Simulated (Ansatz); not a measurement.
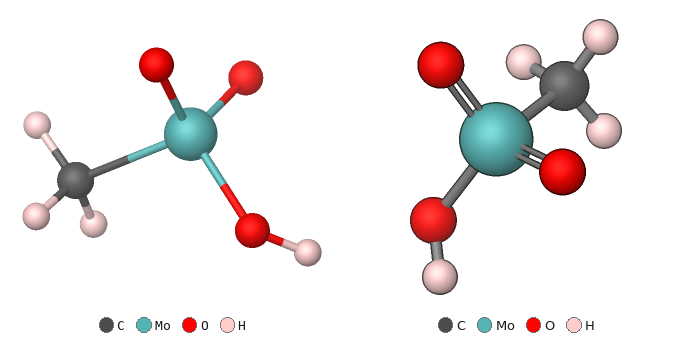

Two views of one molecule.

The species is neutral and a spin singlet. Computed geometry: PBE0-D4/def2-TZVP optimisation.

**What is the molecular formula?**

CH4MoO3, 9 atoms: 1 carbon, 4 hydrogen, 1 molybdenum and 3 oxygen.

**How many atoms are distinct by symmetry?**

9: 1 C, 1 Mo, 1 O, 1 O, 1 O, 1 H, 1 H, 1 H, 1 H.

**What is the point group of this geometry?**

C1.

**Count the bonded pairs by element.**

3 Mo–O, 3 C–H, 1 C–Mo, 1 O–H.

**Write the SMILES.**

[CH3][Mo](=[O])(=[O])[OH]

The parts below concern this one geometry. Atoms keep their numbers from picture to picture.

## Shape

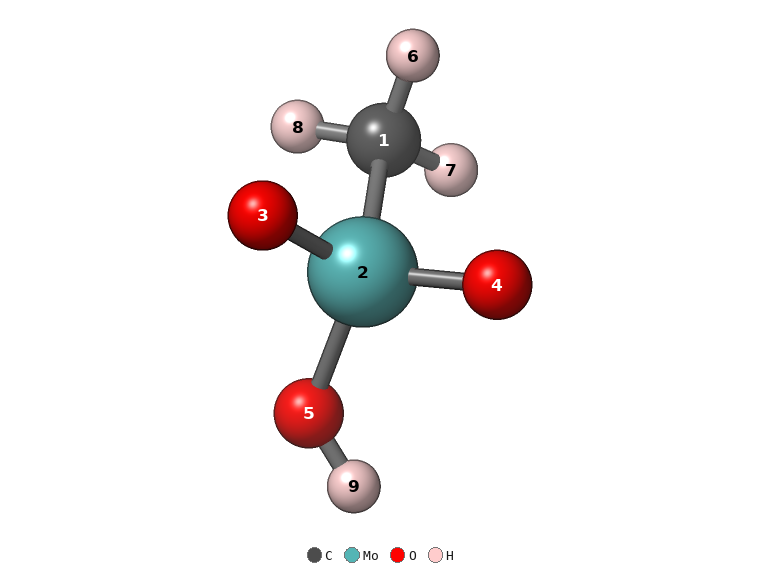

Atoms carry their numbers in the input.

Give these bond angles: Mo2–C1–H6, Mo2–C1–H7, Mo2–C1–H8, C1–Mo2–O3, C1–Mo2–O4, C1–Mo2–O5, O3–Mo2–O4, O3–Mo2–O5, O4–Mo2–O5, Mo2–O5–H9.

```csv
angle,degrees
Mo2–C1–H6,110.1
Mo2–C1–H7,109.4
Mo2–C1–H8,108.9
C1–Mo2–O3,105.6
C1–Mo2–O4,105.9
C1–Mo2–O5,108.5
O3–Mo2–O4,109.8
O3–Mo2–O5,112.4
O4–Mo2–O5,114.0
Mo2–O5–H9,126.1
```

## Dipole moment

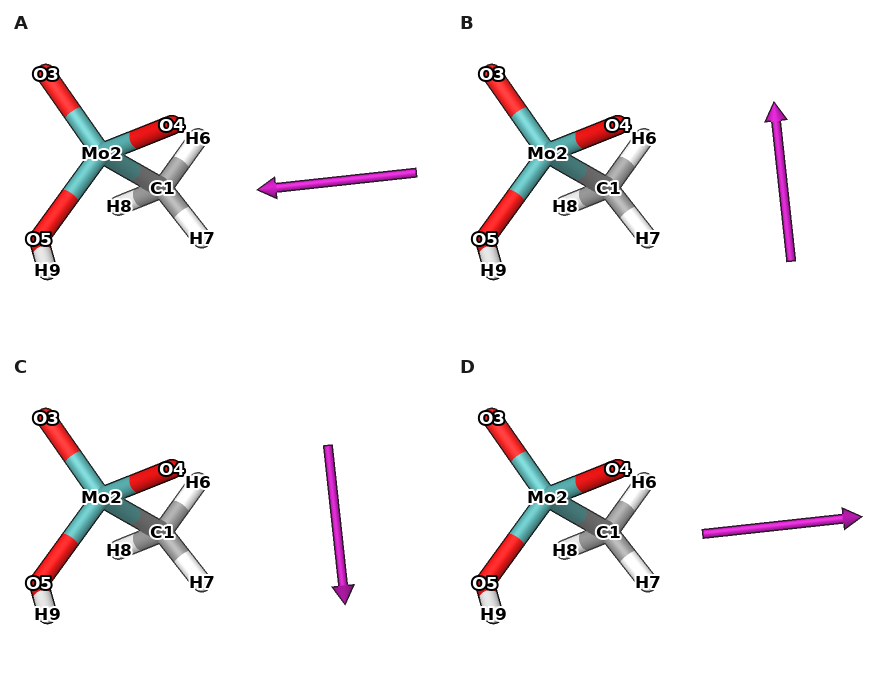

The same molecule four times, each with an arrow. Properties computed with RKS PBE-D4/def2-TZVPP, core potentials on Mo (Ansatz 0.2.0).

**Which arrow points along the dipole moment, from the negative to the positive end?**

C. The dipole moment is 3.07 D; it points from the side of O3 to the side of H9 (the outermost atoms at the two ends).

## Charges

The questions are on Mulliken charges. Level of theory: RKS r2SCAN-D4/def2-TZVPP, core potentials on Mo (Ansatz 0.2.0).

**Which atom carries the highest charge (most positive or least negative)?**

Mo2 (1.40 e).

**And the lowest?**

O5 (−0.53 e).

Give the Mulliken charges atom by atom.

| atom | value (e) |
| --- | --- |
| C1 | −0.37 |
| Mo2 | 1.40 |
| O3 | −0.52 |
| O4 | −0.51 |
| O5 | −0.53 |
| H6 | 0.11 |
| H7 | 0.09 |
| H8 | 0.10 |
| H9 | 0.23 |

## Vibrations

Harmonic vibrations computed with RKS PBE0-D4/def2-TZVP, core potentials on Mo (Ansatz 0.2.0) at a stationary point of the same level.

**List the wavenumbers.**

21 modes: 137, 176, 202, 234, 253, 304, 369, 564, 610, 643, 686, 758, 1041, 1068, 1205, 1414, 1421, 3044, 3141, 3149, 3898 cm⁻¹.

Mulliken values depend strongly on the basis set and can even reverse the polarity of a bond.
